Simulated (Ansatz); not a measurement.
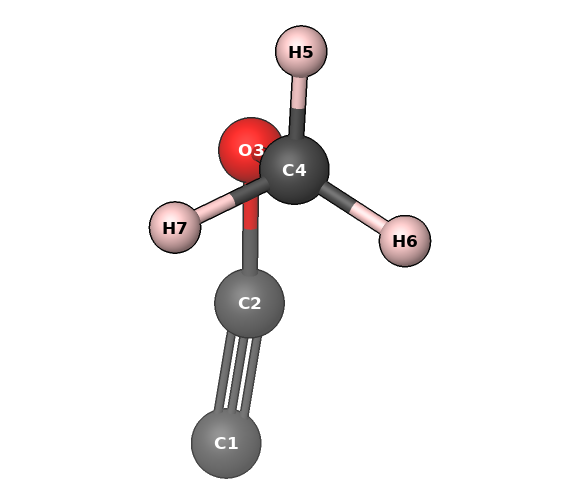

Source: calculation with Ansatz.

O3 lies behind C4. The molecule seen a little off the C4–O3 bond, C4 in front. Atoms fade into the background with distance from the viewer. The species has charge −1 and is a spin singlet. Geometry: atoms displaced at random (about 0.06 Å) from a stationary point of PBE0-D4.

> What is the torsion angle H5–C4–O3–C2? The sign is positive where the front bond must turn clockwise to cover the back bond.

175°, antiperiplanar (anti).
